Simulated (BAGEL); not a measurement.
# GaH5O (SMILES [OH2+][GaH3-]) at HF/aug-cc-pVDZ (density fitting with qzvpp-jkfit)

What is the energy change on altering one bond length of GaH5O at HF/aug-cc-pVDZ (density fitting with qzvpp-jkfit)? 

The calculation is run with BAGEL 1.2.2.

6 further runs of the same task are left out: 3 that didn't finish, 3 set aside as unsound or not needed. Runs told in other sessions of the task aren't counted.

### Step 1. The structure to begin with

GaH5O has 7 atoms, charge 0, and is taken as a singlet. As SMILES, `[OH2+][GaH3-]`. The shape is that of a PBE0-D4/def2-TZVP optimisation.

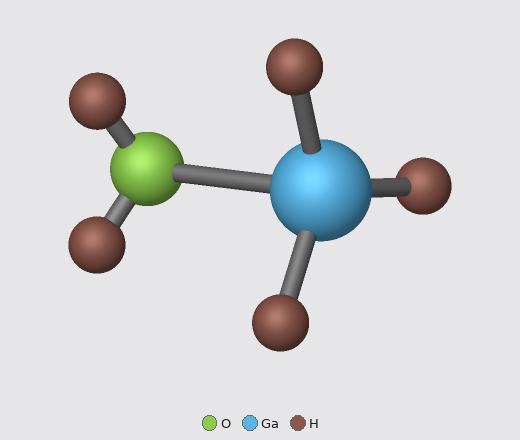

Viewed from a chosen angle; oxygen green, gallium blue, hydrogen brown.

### Step 2. A single-point energy at HF/aug-cc-pVDZ (density fitting with qzvpp-jkfit)

Input file input.json:

```json
{ "bagel" : [

{
  "title" : "molecule",
  "basis" : "aug-cc-pvdz.json",
  "df_basis" : "qzvpp-jkfit",
  "angstrom" : "true",
  "geometry" : [
    { "atom" : "O", "xyz" : [   -0.245000,   -1.218100,   -0.170400 ] },
    { "atom" : "Ga", "xyz" : [    0.157500,    0.941300,   -0.135800 ] },
    { "atom" : "H", "xyz" : [   -0.952900,   -1.404300,    0.454600 ] },
    { "atom" : "H", "xyz" : [    0.531600,   -1.693700,    0.141100 ] },
    { "atom" : "H", "xyz" : [    0.082000,    1.250600,   -1.673300 ] },
    { "atom" : "H", "xyz" : [   -1.084700,    1.265700,    0.785600 ] },
    { "atom" : "H", "xyz" : [    1.572600,    0.790500,    0.552500 ] }
  ]
},
{ "title" : "hf" },
{ "title" : "print", "file" : "orbitals.molden", "orbitals" : "true" }

]}
```

The basis set aug-cc-pVDZ is read from a file made from the Basis Set Exchange's data (not shown).

The run is started by

```
$ BAGEL_NUM_THREADS=1 BAGEL input.json > input.out
```

Standard output:

```text
* using 1 threads per process

  ===============================================================
  ===============================================================

  *** Geometry ***

  { "atom" : "O", "xyz" : [     -0.462983,     -2.301875,     -0.322009 ] },
  { "atom" : "Ga", "xyz" : [      0.297632,      1.778799,     -0.256625 ] },
  { "atom" : "H", "xyz" : [     -1.800720,     -2.653742,      0.859069 ] },
  { "atom" : "H", "xyz" : [      1.004578,     -3.200629,      0.266640 ] },
  { "atom" : "H", "xyz" : [      0.154958,      2.363291,     -3.162079 ] },
  { "atom" : "H", "xyz" : [     -2.049786,      2.391826,      1.484569 ] },
  { "atom" : "H", "xyz" : [      2.971783,      1.493829,      1.044074 ] },

  Number of auxiliary basis functions:      433

  Since a DF basis is specified, we compute 2- and 3-index integrals:
    o Being stored without compression. Storage requirement is 0.037 GB

  Number of basis functions:      104
  Number of electrons      :       44

    * METHOD: MOLECULE                             0.18

  *** RHF ***

  === Nuclear Repulsion ===
   118.4478120257

      * DIIS with orbital gradients will be used.

  === RHF iteration (aug-cc-pvdz.json) ===
      0      -2000.78378834          0.01813296           0.06
      1      -2000.91092091          0.01311064           0.06
      2      -2000.98557730          0.00138105           0.06
      3      -2000.98668242          0.00024759           0.06
      4      -2000.98672125          0.00007019           0.06
      5      -2000.98672463          0.00001340           0.06
      6      -2000.98672482          0.00000279           0.06
      7      -2000.98672483          0.00000051           0.06
      8      -2000.98672483          0.00000014           0.06
      9      -2000.98672483          0.00000005           0.06
     10      -2000.98672483          0.00000001           0.06
     11      -2000.98672483          0.00000000           0.06
    * SCF iteration converged.

    * Permanent dipole moment:
           (    0.138177,     1.386100,    -0.540064) a.u.

    * METHOD: HF                                   0.85

    * METHOD: PRINT                                0.02

  ===============================================================
```

Run time: 1.2 s. Hardware: 1 thread of Arm Neoverse V2, shared host; peak memory 0.13 GiB.

### Step 3. The distorted shape, same level

Input file hf.json:

```json
{ "bagel": [

{
  "title": "molecule",
  "basis": "aug-cc-pvdz.json",
  "df_basis": "qzvpp-jkfit",
  "angstrom": true,
  "geometry": [
    { "atom": "O", "xyz": [   -0.365746,   -1.865897,   -0.180780 ] },
    { "atom": "Ga", "xyz": [    0.157500,    0.941300,   -0.135800 ] },
    { "atom": "H", "xyz": [   -1.073646,   -2.052097,    0.444220 ] },
    { "atom": "H", "xyz": [    0.410854,   -2.341497,    0.130720 ] },
    { "atom": "H", "xyz": [    0.082000,    1.250600,   -1.673300 ] },
    { "atom": "H", "xyz": [   -1.084700,    1.265700,    0.785600 ] },
    { "atom": "H", "xyz": [    1.572600,    0.790500,    0.552500 ] }
  ]
},
{ "title": "hf" },
{ "title": "print", "file": "orbitals.molden", "orbitals": true }

]}
```

The basis set aug-cc-pVDZ is read from a file made from the Basis Set Exchange's data (not shown).

The run is started by

```
$ BAGEL_NUM_THREADS=1 BAGEL hf.json > hf.out
```

Standard output:

```text
* using 1 threads per process

  ===============================================================
  ===============================================================

  *** Geometry ***

  { "atom" : "O", "xyz" : [     -0.691160,     -3.526034,     -0.341625 ] },
  { "atom" : "Ga", "xyz" : [      0.297632,      1.778799,     -0.256625 ] },
  { "atom" : "H", "xyz" : [     -2.028897,     -3.877901,      0.839454 ] },
  { "atom" : "H", "xyz" : [      0.776402,     -4.424788,      0.247025 ] },
  { "atom" : "H", "xyz" : [      0.154958,      2.363291,     -3.162079 ] },
  { "atom" : "H", "xyz" : [     -2.049786,      2.391826,      1.484569 ] },
  { "atom" : "H", "xyz" : [      2.971783,      1.493829,      1.044074 ] },

  Number of auxiliary basis functions:      433

  Since a DF basis is specified, we compute 2- and 3-index integrals:
    o Being stored without compression. Storage requirement is 0.037 GB

  Number of basis functions:      104
  Number of electrons      :       44

    * METHOD: MOLECULE                             0.18

  *** RHF ***

  === Nuclear Repulsion ===
   101.4167052268

      * DIIS with orbital gradients will be used.

  === RHF iteration (aug-cc-pvdz.json) ===
      0      -2000.78434271          0.01721944           0.06
      1      -2000.90312085          0.01281869           0.06
      2      -2000.97868682          0.00125393           0.06
      3      -2000.97968581          0.00021829           0.06
      4      -2000.97971895          0.00005743           0.06
      5      -2000.97972171          0.00001302           0.06
      6      -2000.97972191          0.00000276           0.06
      7      -2000.97972192          0.00000058           0.06
      8      -2000.97972192          0.00000014           0.06
      9      -2000.97972192          0.00000004           0.06
     10      -2000.97972192          0.00000001           0.06
     11      -2000.97972192          0.00000000           0.06
    * SCF iteration converged.

    * Permanent dipole moment:
           (    0.071255,     1.023818,    -0.550726) a.u.

    * METHOD: HF                                   0.84

    * METHOD: PRINT                                0.02

  ===============================================================
```

Run time: 1.2 s. Hardware: 1 thread of Arm Neoverse V2, shared host; peak memory 0.13 GiB.

### Step 4. Results

At HF/aug-cc-pVDZ (density fitting with qzvpp-jkfit):

| quantity | value |
| --- | --- |
| first shape: total energy | -2000.98672 Eh |
| first shape: dipole moment | 3.80 D |
| first shape: HOMO energy | -10.84 eV |
| first shape: LUMO energy | 0.56 eV |
| first shape: HOMO–LUMO gap | 11.40 eV |
| distorted shape: total energy | -2000.97972 Eh |
| distorted shape: dipole moment | 2.96 D |
| distorted shape: HOMO energy | -11.15 eV |
| distorted shape: LUMO energy | 0.64 eV |
| distorted shape: HOMO–LUMO gap | 11.79 eV |
| energy change with the O1–Ga2 bond stretched from 2.197 to 2.856 Å | 0.191 eV |

With the O1–Ga2 bond stretched from 2.197 to 2.856 Å the energy rises by 0.19 eV (4.4 kcal/mol). The first shape isn't relaxed at this level, so the change isn't measured from a minimum.
